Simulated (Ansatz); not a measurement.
# AlH + HBr: a complex and its separated parts, part 2 of 2

Ansatz 0.2.0, Gaussian basis.

### Step 14. wB97X-V/def2-TZVPP

The inputs:

parta/in.yaml

```yaml
crystal:
  periodic: [false, false, false]
  atoms:
    - {symbol: Al, position_ang: [-1.055512, 0.446764, 0.337011]}
    - {symbol: H, position_ang: [-2.523061, 1.070193, 0.815890]}
basis:
  gaussian: {orbitals: def2-TZVPP}
hamiltonian: {xc: {name: wB97X-V}}
```

partb/in.yaml

```yaml
crystal:
  periodic: [false, false, false]
  atoms:
    - {symbol: Br, position_ang: [2.416809, -1.023988, -0.776639]}
    - {symbol: H, position_ang: [1.161765, -0.492869, -0.376263]}
basis:
  gaussian: {orbitals: def2-TZVPP}
hamiltonian: {xc: {name: wB97X-V}}
```

Each run has its own folder and the same command.

Launch:

```sh
ansatz run in.yaml --threads 2 --pin off --events-out ev --progress --plain --max-ram 4352MiB
```

Output in parta, cut to the lines that bear on the results:

```text
Functional definition: wB97X-V
  name "wB97X-V"
  cite "Mardirossian & Head-Gordon, Phys. Chem. Chem. Phys. 16, 9904 (2014) doi:10.1039/C3CP54374A"
  cite "Becke, J. Chem. Phys. 107, 8554 (1997) doi:10.1063/1.475007"
  cite "Vydrov & Van Voorhis, J. Chem. Phys. 133, 244103 (2010) doi:10.1063/1.3521275"
[...]
      + integral(e_c_pw_opposite_spin*poly(b97_u_opposite, cos0, cos1)) + vv10(b, c)
347 factors; their error is unknown
84 factors; integrals over basis functions are off by at most 7.8e-5 eV
[...]
mean field -6610.57990969 eV, -242.9343308693 hartree, gradient 2.3e-5 eV, S^2 0.000000; 0 other end points of the search recorded, 0 dependent functions left out
reference -6610.57990833 eV, -242.9343308190 hartree; 7, 7 occupied and 49, 49 virtual orbitals, 347 factors
Total energy: -6610.57990833 eV, -242.9343308190 hartree
```

Log of partb, cut to the lines that bear on the results:

```text
[... 5 set-up lines as earlier in the session ...]
[...]
      + integral(e_c_pw_opposite_spin*poly(b97_u_opposite, cos0, cos1)) + vv10(b, c)
472 factors; their error is unknown
73 factors; integrals over basis functions are off by at most 1.1e-4 eV
[...]
mean field -70056.29633698 eV, -2574.5214045209 hartree, gradient 1.2e-5 eV, S^2 0.000000; 0 other end points of the search recorded, 0 dependent functions left out
reference -70056.29633592 eV, -2574.5214044817 hartree; 18, 18 occupied and 44, 44 virtual orbitals, 472 factors
Total energy: -70056.29633592 eV, -2574.5214044817 hartree
```

They took 0.5 s (parta), 0.5 s (partb) on 2 threads of Intel Xeon Platinum 8559C, shared host.

### Step 15. wB97M-V/def2-TZVPP

Each input of step 14 (parta, partb) changes in the same lines:

```diff
-hamiltonian: {xc: {name: wB97X-V}}
+hamiltonian: {xc: {name: wB97M-V}}
```

Each run has its own folder and the same command.

Launch:

```sh
ansatz run in.yaml --threads 2 --pin off --events-out ev --progress --plain --max-ram 4352MiB
```

Output in parta, cut to the lines that bear on the results:

```text
Functional definition: wB97M-V
  name "wB97M-V"
  cite "Mardirossian & Head-Gordon, J. Chem. Phys. 144, 214110 (2016) doi:10.1063/1.4952647"
[... 2 set-up lines as earlier in the session ...]
  # Of w^i u^j: cxij and so on, Table III.
[...]
  gx(w, u) = 1 - cx + cx01*u + cx10*w
[...]
      + integral(e_c_pw_mod_opposite_spin*gos(b97_w_opposite, b97_u_opposite)) + vv10(b, c)
331 factors; their error is unknown
84 factors; integrals over basis functions are off by at most 7.8e-5 eV
[...]
mean field -6611.31020296 eV, -242.9611686518 hartree, gradient 2.1e-5 eV, S^2 0.000000; 0 other end points of the search recorded, 0 dependent functions left out
reference -6611.31023656 eV, -242.9611698867 hartree; 7, 7 occupied and 49, 49 virtual orbitals, 331 factors
Total energy: -6611.31023656 eV, -242.9611698867 hartree
```

partb printed, cut to the lines that bear on the results:

```text
[... 5 set-up lines as earlier in the session ...]
  # Of w^i u^j: cxij and so on, Table III.
[...]
  gx(w, u) = 1 - cx + cx01*u + cx10*w
[...]
      + integral(e_c_pw_mod_opposite_spin*gos(b97_w_opposite, b97_u_opposite)) + vv10(b, c)
467 factors; their error is unknown
73 factors; integrals over basis functions are off by at most 1.1e-4 eV
[...]
mean field -70058.67558454 eV, -2574.6088402560 hartree, gradient 8.6e-6 eV, S^2 0.000000; 0 other end points of the search recorded, 0 dependent functions left out
reference -70058.67561035 eV, -2574.6088412043 hartree; 18, 18 occupied and 44, 44 virtual orbitals, 467 factors
Total energy: -70058.67561035 eV, -2574.6088412043 hartree
```

Times: 0.4 s (parta), 0.55 s (partb) on 2 threads of Intel Xeon Platinum 8559C, shared host.

### Step 16. B2PLYP/def2-TZVPP

The same edit goes into each in.yaml of step 15 (parta, partb):

```diff
-hamiltonian: {xc: {name: wB97M-V}}
+hamiltonian: {xc: {name: B2PLYP}}
```

Each run has its own folder and the same command.

Launch:

```sh
ansatz run in.yaml --threads 2 --pin off --events-out ev --progress --plain --max-ram 4352MiB
```

parta printed, cut to the lines that bear on the results:

```text
Functional definition: B2PLYP
  name "B2PLYP"
  cite "Grimme, J. Chem. Phys. 124, 034108 (2006) doi:10.1063/1.2148954"
[... 2 set-up lines as earlier in the session ...]
[...]
331 factors; integrals over basis functions are off by at most 9.9e-4 eV
[...]
mean field -6608.01968639 eV, -242.8402443982 hartree, gradient 1.6e-6 eV, S^2 0.000000; 0 other end points of the search recorded, 0 dependent functions left out
5 core orbitals not correlated: weight in the atoms' cores, before any rotation towards them, 1.000 or more for the frozen orbitals, at most 0.000 for the correlated occupied ones
reference -6608.01979574 eV, -242.8402484166 hartree; 2, 2 occupied and 49, 49 virtual orbitals, 331 factors
second order -2.15036804 eV of doubles, -0.00000000 eV of singles
Total energy: -6608.60039511 eV, -242.8615850500 hartree
```

partb printed, cut to the lines that bear on the results:

```text
[... 5 set-up lines as earlier in the session ...]
[...]
399 factors; integrals over basis functions are off by at most 1.5e-3 eV
[...]
mean field -70049.78226185 eV, -2574.2820166751 hartree, gradient 1.6e-6 eV, S^2 0.000000; 0 other end points of the search recorded, 0 dependent functions left out
9 core orbitals not correlated: weight in the atoms' cores, before any rotation towards them, 1.000 or more for the frozen orbitals, at most 0.000 for the correlated occupied ones
reference -70049.78236258 eV, -2574.2820203771 hartree; 9, 9 occupied and 44, 44 virtual orbitals, 399 factors
second order -9.24615640 eV of doubles, -0.00000000 eV of singles
Total energy: -70052.27882481 eV, -2574.3737636718 hartree
```

Wall times: 0.25 s (parta), 0.35 s (partb) on 2 threads of Intel Xeon Platinum 8559C, shared host.

### Step 17. PBE-QIDH/def2-TZVPP

Each input of step 16 (parta, partb) changes in the same lines:

```diff
-hamiltonian: {xc: {name: B2PLYP}}
+hamiltonian: {xc: {name: PBE-QIDH}}
```

Each run has its own folder and the same command.

Launch:

```sh
ansatz run in.yaml --threads 2 --pin off --events-out ev --progress --plain --max-ram 4352MiB
```

parta printed, cut to the lines that bear on the results:

```text
Functional definition: PBE-QIDH
  name "PBE-QIDH"
  cite "Brémond, Sancho-García, Pérez-Jiménez & Adamo, J. Chem. Phys. 141, 031101 (2014) doi:10.1063/1.4890314"
[... 1 set-up line as earlier in the session ...]
[...]
331 factors; integrals over basis functions are off by at most 9.9e-4 eV
[...]
mean field -6605.40223101 eV, -242.7440546873 hartree, gradient 5.1e-6 eV, S^2 0.000000; 0 other end points of the search recorded, 0 dependent functions left out
5 core orbitals not correlated: weight in the atoms' cores, before any rotation towards them, 1.000 or more for the frozen orbitals, at most 0.000 for the correlated occupied ones
reference -6605.40223957 eV, -242.7440550016 hartree; 2, 2 occupied and 49, 49 virtual orbitals, 331 factors
second order -1.96060857 eV of doubles, -0.00000000 eV of singles
Total energy: -6606.05577576 eV, -242.7680720136 hartree
```

partb printed, cut to the lines that bear on the results:

```text
[... 4 set-up lines as earlier in the session ...]
[...]
399 factors; integrals over basis functions are off by at most 1.5e-3 eV
[...]
mean field -70043.31100902 eV, -2574.0442025200 hartree, gradient 1.0e-6 eV, S^2 0.000000; 0 other end points of the search recorded, 0 dependent functions left out
9 core orbitals not correlated: weight in the atoms' cores, before any rotation towards them, 1.000 or more for the frozen orbitals, at most 0.000 for the correlated occupied ones
reference -70043.31101614 eV, -2574.0442027817 hartree; 9, 9 occupied and 44, 44 virtual orbitals, 399 factors
second order -8.68129870 eV of doubles, -0.00000000 eV of singles
Total energy: -70046.20478237 eV, -2574.1505467293 hartree
```

Times: 0.2 s (parta), 0.35 s (partb) on 2 threads of Intel Xeon Platinum 8559C, shared host.

### Step 18. RPA on PBE/def2-TZVPP

Each input of step 17 (parta, partb) changes in the same lines:

```diff
-hamiltonian: {xc: {name: PBE-QIDH}}
+hamiltonian: {xc: pbe}
+correlation: {method: rpa}
```

One command serves all of them, each in its own folder.

Launch:

```sh
ansatz run in.yaml --threads 2 --pin off --events-out ev --progress --plain --max-ram 4352MiB
```

Output in parta, cut to the lines that bear on the results:

```text
[... 4 set-up lines as earlier in the session ...]
[...]
331 factors; integrals over basis functions are off by at most 9.9e-4 eV
[...]
mean field -6607.95378737 eV, -242.8378226540 hartree, gradient 6.2e-6 eV, S^2 0.000000; 0 other end points of the search recorded, 0 dependent functions left out
5 core orbitals not correlated: weight in the atoms' cores, before any rotation towards them, 1.000 or more for the frozen orbitals, at most 0.000 for the correlated occupied ones
reference -6597.32521186 eV, -242.4472297082 hartree; 2, 2 occupied and 49, 49 virtual orbitals, 331 factors
Total energy: -6601.44442532 eV, -242.5986080108 hartree
```

Output in partb, cut to the lines that bear on the results:

```text
[... 4 set-up lines as earlier in the session ...]
[...]
399 factors; integrals over basis functions are off by at most 1.5e-3 eV
[...]
mean field -70052.13663081 eV, -2574.3685381387 hartree, gradient 4.0e-6 eV, S^2 0.000000; 0 other end points of the search recorded, 0 dependent functions left out
9 core orbitals not correlated: weight in the atoms' cores, before any rotation towards them, 1.000 or more for the frozen orbitals, at most 0.000 for the correlated occupied ones
reference -70014.55945962 eV, -2572.9876025681 hartree; 9, 9 occupied and 44, 44 virtual orbitals, 399 factors
Total energy: -70026.49302385 eV, -2573.4261529648 hartree
```

Times: 0.2 s (parta), 0.3 s (partb) on 2 threads of Intel Xeon Platinum 8559C, shared host.

### Step 19. CCSD(T)/def2-TZVPP

Each input of step 18 (parta, partb) changes in the same lines:

```diff
-hamiltonian: {xc: pbe}
-correlation: {method: rpa}
+correlation: {method: ccsd_t}
```

Each run has its own folder and the same command.

Launch:

```sh
ansatz run in.yaml --threads 2 --pin off --events-out ev --progress --plain --max-ram 4352MiB
```

parta printed, cut to the lines that bear on the results:

```text
Functional definition: HF
  name "HF"
  cite "Fock, Z. Phys. 61, 126 (1930) doi:10.1007/BF01340294"
[... 1 set-up line as earlier in the session ...]
[...]
331 factors; integrals over basis functions are off by at most 9.9e-4 eV
[...]
mean field -6597.61300782 eV, -242.4578060148 hartree, gradient 8.6e-7 eV, S^2 0.000000; 0 other end points of the search recorded, 0 dependent functions left out; unrestricted orbitals would lower it
[...]
reference -6597.61300782 eV, -242.4578060148 hartree; 2, 2 occupied and 49, 49 virtual orbitals, 331 factors
second order -1.68352345 eV of doubles, -0.00000000 eV of singles
cycle   1  -2.03052332 eV  change   -3.5e-1 eV  update   6.4e-2
[...]
cycle  10  -2.23745241 eV  change   -3.7e-6 eV  update   1.1e-6
perturbative correction -0.03878881 eV, -0.0014254626 hartree
Total energy: -6599.88924905 eV, -242.5414563370 hartree
```

Output in partb, cut to the lines that bear on the results:

```text
[... 4 set-up lines as earlier in the session ...]
[...]
399 factors; integrals over basis functions are off by at most 1.5e-3 eV
[...]
mean field -70014.93837391 eV, -2573.0015274116 hartree, gradient 1.4e-6 eV, S^2 0.000000; 0 other end points of the search recorded, 0 dependent functions left out
9 core orbitals not correlated: weight in the atoms' cores, before any rotation towards them, 1.000 or more for the frozen orbitals, at most 0.000 for the correlated occupied ones
reference -70014.93837391 eV, -2573.0015274116 hartree; 9, 9 occupied and 44, 44 virtual orbitals, 399 factors
second order -7.83906286 eV of doubles, -0.00000000 eV of singles
cycle   1  -7.92763985 eV  change   -8.9e-2 eV  update   4.5e-2
[...]
cycle   7  -8.11357190 eV  change   -4.9e-6 eV  update   1.2e-5
perturbative correction -0.24159475 eV, -0.0088784432 hartree
Total energy: -70023.29354056 eV, -2573.3085741225 hartree
```

They took 0.2 s (parta), 0.35 s (partb) on 2 threads of Intel Xeon Platinum 8559C, shared host.

### Step 20. CCSD(T)/def2-QZVPP

Each input of step 19 (parta, partb) changes in the same lines:

```diff
-  gaussian: {orbitals: def2-TZVPP}
+  gaussian: {orbitals: "def2-QZVPP.json"}
```

The basis file named in the input lies beside it (Basis Set Exchange, JSON).

One command serves all of them, each in its own folder.

Launch:

```sh
ansatz run in.yaml --threads 2 --pin off --events-out ev --progress --plain --max-ram 4352MiB
```

Log of parta, cut to the lines that bear on the results:

```text
[... 4 set-up lines as earlier in the session ...]
[...]
580 factors; integrals over basis functions are off by at most 1.1e-3 eV
[...]
mean field -6597.78980341 eV, -242.4643031329 hartree, gradient 6.0e-6 eV, S^2 0.000000; 0 other end points of the search recorded, 0 dependent functions left out; unrestricted orbitals would lower it
[...]
reference -6597.78980341 eV, -242.4643031329 hartree; 2, 2 occupied and 93, 93 virtual orbitals, 580 factors
second order -1.80180664 eV of doubles, -0.00000000 eV of singles
cycle   1  -2.10425845 eV  change   -3.0e-1 eV  update   6.3e-2
[...]
cycle  10  -2.31146781 eV  change   -4.8e-7 eV  update   1.7e-6
perturbative correction -0.04347280 eV, -0.0015975960 hartree
Total energy: -6600.14474402 eV, -242.5508456041 hartree
```

Output in partb, cut to the lines that bear on the results:

```text
[... 4 set-up lines as earlier in the session ...]
[...]
769 factors; integrals over basis functions are off by at most 1.0e-3 eV
[...]
mean field -70016.29414158 eV, -2573.0513509543 hartree, gradient 3.0e-6 eV, S^2 0.000000; 0 other end points of the search recorded, 0 dependent functions left out
9 core orbitals not correlated: weight in the atoms' cores, before any rotation towards them, 1.000 or more for the frozen orbitals, at most 0.000 for the correlated occupied ones
reference -70016.29414158 eV, -2573.0513509543 hartree; 9, 9 occupied and 101, 101 virtual orbitals, 769 factors
second order -16.49831372 eV of doubles, -0.00000000 eV of singles
cycle   1  -15.89382515 eV  change    6.0e-1 eV  update   5.2e-2
[...]
cycle   8  -16.15341290 eV  change   -5.2e-7 eV  update   3.2e-6
perturbative correction -0.35378963 eV, -0.0130015291 hartree
Total energy: -70032.80134411 eV, -2573.6579794584 hartree
```

Wall times: 0.75 s (parta), 2.2 s (partb) on 2 threads of Intel Xeon Platinum 8559C, shared host; peak memory 0.4 GiB.

### Step 21. Vibrations of AlH

vib-parta/in.yaml

```yaml
crystal:
  periodic: [false, false, false]
  atoms:
    - {symbol: Al, position_ang: [-1.055512, 0.446764, 0.337011]}
    - {symbol: H, position_ang: [-2.523061, 1.070193, 0.815890]}
basis:
  gaussian: {orbitals: def2-TZVP}
hamiltonian: {xc: pbe0, dispersion: d4}
phonons: {temperatures: {t_min: 298.15, t_max: 900, t_step: 200}}
```

Launch:

```sh
ansatz run in.yaml --threads 2 --pin off --events-out ev --progress --plain --max-ram 4352MiB
```

What it wrote, cut to the lines that bear on the results:

```text
[... 5 set-up lines as earlier in the session ...]
[...]
323 factors; their error is unknown
[...]
mean field -6608.55463756 eV, -242.8599034911 hartree, gradient 2.1e-5 eV, S^2 0.000000; 0 other end points of the search recorded, 0 dependent functions left out
[...]
reference -6608.55462500 eV, -242.8599030295 hartree; 7, 7 occupied and 36, 36 virtual orbitals, 323 factors
Total energy: -6608.56573450 eV, -242.8603112963 hartree
Atom 0 at    -1.055512     0.446764     0.337011 Å, force    -0.000001     0.000001     0.000000 eV/Å
Atom 1 at    -2.523061     1.070193     0.815890 Å, force     0.000001    -0.000001    -0.000000 eV/Å
Dipole moment:     0.015876    -0.006744    -0.005180 e Å
Vibrations: 1647.58 cm⁻¹, zero-point energy 0.102137 eV
```

Run time: 1.1 s. Hardware: 2 threads of Intel Xeon Platinum 8559C, shared host.

The modes, with what each moves most:

```
mode  wavenumber (cm⁻¹)     character
   1               1648  Al–H stretch
```

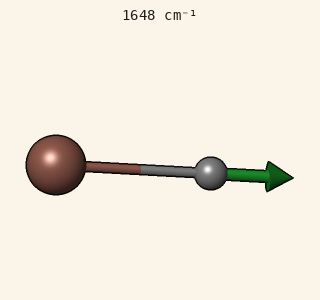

Displacements of 1 modes, as arrows.

Vibrational sums (real modes only):

```
T (K)  entropy (J/mol/K)  heat capacity (J/mol/K)
  298                0.0                      0.2
  498                0.4                      1.6
  698                1.3                      3.4
  898                2.3                      4.8
```

### Step 22. Vibrations of HBr

vib-partb/in.yaml

```yaml
crystal:
  periodic: [false, false, false]
  atoms:
    - {symbol: Br, position_ang: [2.416809, -1.023988, -0.776639]}
    - {symbol: H, position_ang: [1.161765, -0.492869, -0.376263]}
basis:
  gaussian: {orbitals: def2-TZVP}
hamiltonian: {xc: pbe0, dispersion: d4}
phonons: {temperatures: {t_min: 298.15, t_max: 900, t_step: 200}}
```

Launch:

```sh
ansatz run in.yaml --threads 2 --pin off --events-out ev --progress --plain --max-ram 4352MiB
```

What it wrote, cut to the lines that bear on the results:

```text
[... 5 set-up lines as earlier in the session ...]
[...]
457 factors; their error is unknown
[...]
mean field -70054.57278191 eV, -2574.4580650402 hartree, gradient 2.1e-5 eV, S^2 0.000000; 0 other end points of the search recorded, 0 dependent functions left out
[...]
reference -70054.57272717 eV, -2574.4580630285 hartree; 18, 18 occupied and 36, 36 virtual orbitals, 457 factors
Total energy: -70054.57831845 eV, -2574.4582685045 hartree
Atom 0 at     2.416809    -1.023988    -0.776639 Å, force     0.003510    -0.001485    -0.001120 eV/Å
Atom 1 at     1.161765    -0.492869    -0.376263 Å, force    -0.003510     0.001485     0.001120 eV/Å
Dipole moment:    -0.175235     0.074157     0.055902 e Å
Vibrations: 2668.49 cm⁻¹, zero-point energy 0.165425 eV
```

Run time: 2 s. Hardware: 2 threads of Intel Xeon Platinum 8559C, shared host.

Wavenumbers and character of the modes:

| mode | wavenumber (cm⁻¹) | character |
| --- | --- | --- |
| 1 | 2668 | Br–H stretch |

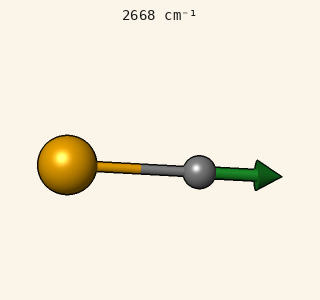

How the atoms move in 1 of the modes.

Vibrational sums (real modes only):

```
T (K)  entropy (J/mol/K)  heat capacity (J/mol/K)
  298                0.0                      0.0
  498                0.0                      0.2
  698                0.2                      1.0
  898                0.6                      2.2
```

### Step 23. Complex less separated parts

The complex's own energies come from single points at the same levels.

Rows are in def2-TZVPP; times add the 3 runs of a level on a shared host, so small differences are noise.

Differences are taken before rounding.

| method | rung | complex less parts (eV) | from CCSD(T) (eV) | time |
| --- | --- | --- | --- | --- |
| SPW92 | LDA | -0.346 | -0.277 | 0.55 s |
| PBE-D4 | GGA | -0.258 | -0.188 | 1 s |
| BLYP-D4 | GGA | -0.212 | -0.143 | 0.9 s |
| r2SCAN-D4 | meta-GGA | -0.192 | -0.122 | 1.6 s |
| B97M-V | meta-GGA | -0.116 | -0.046 | 2.5 s |
| PBE0-D4 | hybrid | -0.205 | -0.136 | 1.2 s |
| B3LYP-D4 | hybrid | -0.182 | -0.113 | 1.2 s |
| r2SCAN0-D4 | hybrid | -0.168 | -0.098 | 1.7 s |
| BHLYP-D4 | hybrid | -0.140 | -0.071 | 1 s |
| CAM-B3LYP-D4 | range-separated hybrid | -0.140 | -0.071 | 1.2 s |
| wB97X-V | range-separated hybrid | -0.113 | -0.043 | 2.7 s |
| wB97M-V | range-separated hybrid | -0.109 | -0.040 | 2.8 s |
| B2PLYP | double hybrid | -0.104 | -0.035 | 1.6 s |
| PBE-QIDH | double hybrid | -0.129 | -0.060 | 1.6 s |
| RPA on PBE | RPA | 0.009 | +0.078 | 1.5 s |
| Hartree-Fock | wavefunction | 0.076 | +0.145 |  |
| MP2 | wavefunction | -0.114 | -0.044 |  |
| CCSD | wavefunction | -0.036 | +0.033 |  |
| CCSD(T) | wavefunction | -0.069 | 0 | 3.9 s |

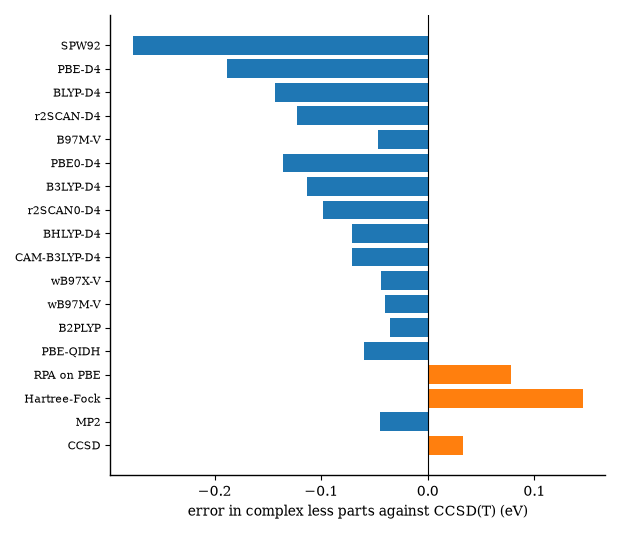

Error of each method against CCSD(T).

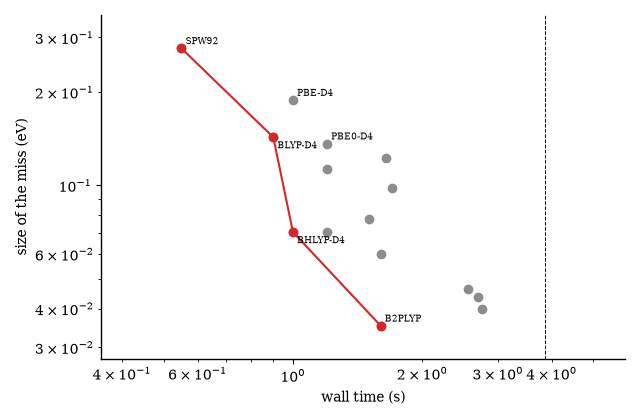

Miss against cost. Red marks the levels that no quicker level drawn beats (of those quicker than the yardstick), and the dashed line is the time of CCSD(T). Only those levels and the largest misses are named. Times are from a shared host.

B2PLYP reaches 0.035 eV from the reference in 1.6 s, where CCSD(T) took 3.9 s; the quickest level in the cost chart, SPW92, takes 0.55 s and misses by 0.277 eV.

The complex's zero-point energy, from a separate PBE0-D4 run, is 0.310 eV.

### Step 24. Summary of results

The summary covers parts 1 to 2.

| quantity | value |
| --- | --- |
| complex less parts, CCSD(T)/def2-TZVPP | -0.069 eV |
| with zero-point energy | -0.027 eV |
| largest T1 diagnostic | 0.014 |

In words: At CCSD(T) the complex lies 0.069 eV below its parts. Among the functionals B2PLYP lands nearest to CCSD(T) (-0.035 eV) and SPW92 farthest (-0.277 eV). Mean unsigned error by rung: LDA 0.277, GGA 0.166, meta-GGA 0.084, hybrid 0.105, range-separated hybrid 0.051, double hybrid 0.048 eV. PBE-D4 gives a relative energy 0.188 eV too low, an error of 272 % of the reference. No counterpoise was applied, and triple zeta lacks some correlation, so the CCSD(T) reference has a basis error of its own, and close matches with it are partly luck. The restricted Hartree–Fock reference is unstable towards an unrestricted one at one or more of these structures.
